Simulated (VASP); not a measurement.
Band structure of Hf3Hg (space group I4/mmm). Level of theory: PBEsol GGA, VASP's PBE PAW potentials (set 64) (plane waves; VASP).

Unless said otherwise, spin-orbit coupling is left out, though it shifts the bands of the heavy elements here.

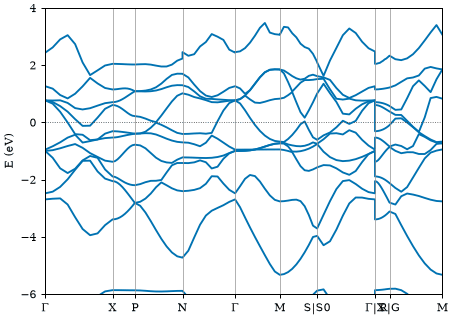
Bands along high-symmetry lines, zero at the valence-band maximum or, without a gap, the Fermi level

Q: Read the plot: is there a gap, and where are the band edges?

A: It has no gap at this level: it comes out as a metal or semimetal. (Edges off the drawn lines would not show.)

The structure comes from a computed database's Hf3Hg entry (I4/mmm); how it stands against other phases isn't given here. It was relaxed first.
